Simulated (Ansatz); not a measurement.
CH₇NSn (SMILES C[NH][SnH3])

Input file:

```
crystal:
  periodic: [false, false, false]
  atoms:
    - { symbol: C, position_ang: [-0.8787, 0.6854, -0.8095] }
    - { symbol: "N", position_ang: [-0.467, -0.6352, -0.5928] }
    - { symbol: Sn, position_ang: [0.7916, -0.6231, 1.0108] }
    - { symbol: H, position_ang: [-1.5319, 0.7569, -1.7033] }
    - { symbol: H, position_ang: [-1.4906, 1.0853, 0.0457] }
    - { symbol: H, position_ang: [-0.0691, 1.4245, -1.0218] }
    - { symbol: H, position_ang: [0.1257, -0.9197, -1.4207] }
    - { symbol: H, position_ang: [1.4724, -2.2267, 1.2852] }
    - { symbol: H, position_ang: [-0.0309, -0.0587, 2.4898] }
    - { symbol: H, position_ang: [2.1617, 0.4601, 0.7195] }
basis:
  gaussian: { orbitals: def2-SVP }
hamiltonian:
  xc: b3lyp
relax:
  f_tol: 0.015
  max_steps: 40
output:
  orbitals: {}
```

Run with:

```sh
ansatz run input.yaml --threads 1 --pin off --max-ram 2048MiB --backend cpu --events-out ev --progress --plain --runs-dir out
```

The fields are those of the relaxed geometry.

Core potentials replace the inner electrons of Sn.

The calculation used RKS B3LYP/def2-SVP (Ansatz 0.2.0).

What can the converged electron density and electron localisation function tell about the bonding?

Answer. C–N (1.45 Å): ρ at the midpoint is about 1.9 e/Å³; the ELF peaks at about 0.95 between the atoms; localised, covalent bonding.
Sn–N (2.06 Å): the density is about 0.7 e/Å³ at the midpoint; the ELF peaks at about 0.85 in the valence shell of N, 0.6 Å from its nucleus, and drops to about 0.15 between the two atoms.
C–H (1.11 Å): ρ is about 1.9 e/Å³ halfway; the ELF climbs to about 1 towards the hydrogen, as it does in any bond to H; an ordinary covalent bond to hydrogen.
Sn–H (1.72 Å): ρ at the midpoint is about 1.1 e/Å³; the ELF climbs to about 1 towards the hydrogen.

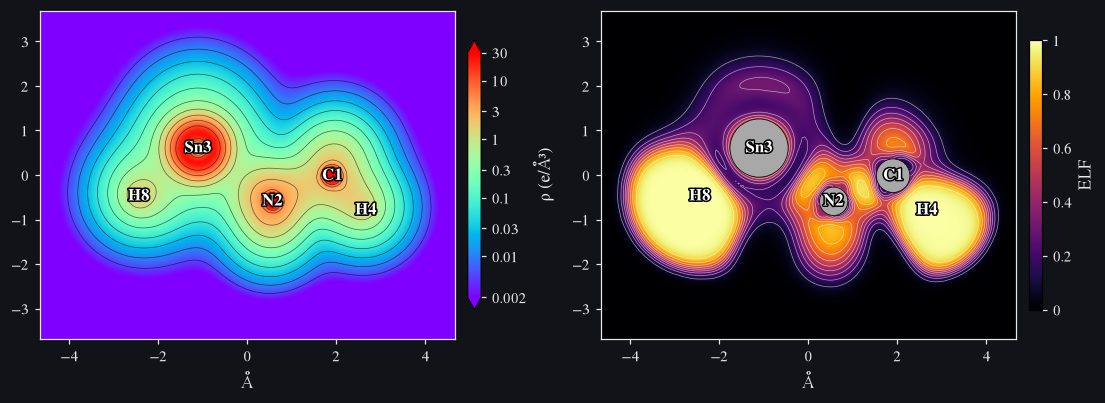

Computed electron density and electron localisation function on the plane of atoms C1, N2 and Sn3, in this order. Grey discs cover the atomic cores in the ELF map. 
